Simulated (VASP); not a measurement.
Band structure of Pt (relaxed from the simple-cubic structure, space group Pm-3m). Method: r2SCAN meta-GGA, VASP's PBE PAW potentials (set 64) (plane waves; VASP).

Unless said otherwise, spin-orbit coupling is left out, though it shifts the bands of the heavy elements here.

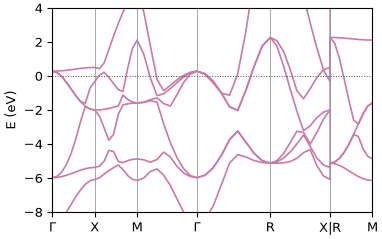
*Bands along high-symmetry lines, zero at the valence-band maximum or, without a gap, the Fermi level*

### Question
Read the plot: is there a gap, and where are the band edges?

### Answer
It has no gap at this level: it comes out as a metal or semimetal.

The structure was generated: Pt was put into the simple-cubic type (Pm-3m), which need not be its known phase. It was relaxed first.
